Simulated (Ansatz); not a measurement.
# Computed generalised stacking-fault energy along a line: GaAs (zinc blende)

Generalised stacking fault of GaAs (zinc blende) on the {111} plane, glide cut. The cell below holds the perfect crystal with the plane normal along z; tilting its third vector by the shift puts one fault into each cell, between planes 0.83 Å apart, at fixed cell height.

```
GaAs
1.0
    4.06274     0.00000     0.00000
    2.03137     3.51844     0.00000
    0.00000     0.00000     9.95164
As Ga
3 3
Cartesian
  4.06274   2.34562   0.41465
  2.03137   1.17281   3.73187
  6.09411   3.51844   7.04908
  0.00000   0.00000   9.53699
  4.06274   2.34562   2.90256
  2.03137   1.17281   6.21978
```

In-plane vectors a = (4.063, 0.000) Å, b = (2.031, 3.518) Å, area 14.29 Å². The shift is s times the vector a + b (length 7.037 Å), so s = 1 restores the start. Atoms relax along the normal only. γ = [E(shift) − E(0)] / area.

These are PBE (plane waves to 420 eV, PAW, scalar-relativistic; Ansatz, a first-principles code) values and carry that method's errors. k mesh 8×8×3 (Γ-centred), Fermi-Dirac smearing 0.05 eV. Energies are extrapolated to zero smearing. Some relaxations began with atoms very close together and may have settled on another branch. As the smearing reaches across the gap at some points, the k mesh leaves noise in γ, roughly 0.02 J/m² as judged from a few cases. Faults lie only 10.0 Å apart, and holding the cell height raises γ above its relaxed value. GaAs was relaxed with its symmetry unable to fall. γ is measured from zero shift.

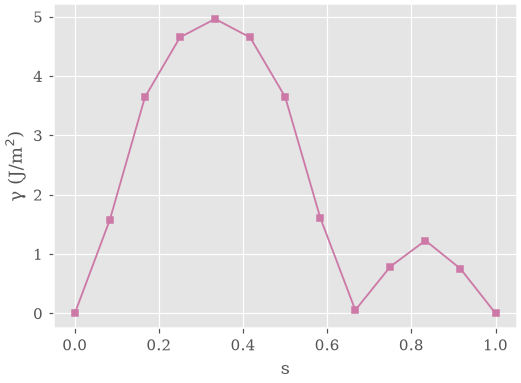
Figure. γ (J/m²) against s; markers are the computed points, lines only join them (the last repeats the first, one period on).

The steepest slope dγ/d(shift) before the first maximum (spline) is 39 GPa. The γ at the intrinsic stacking fault, s = 0.667 is 0.05 J/m², the lower barrier from zero shift into that minimum (unstable fault energy, highest computed point) is 1.23 J/m² and the highest computed γ on the line is 4.96 J/m². Position of the highest point: s = 0.333.

A slope of 1 mJ/m² per Å is 0.01 GPa.

(The slope of γ gives the shear force per area between the displaced halves; near zero shift its curvature is an elastic stiffness.)
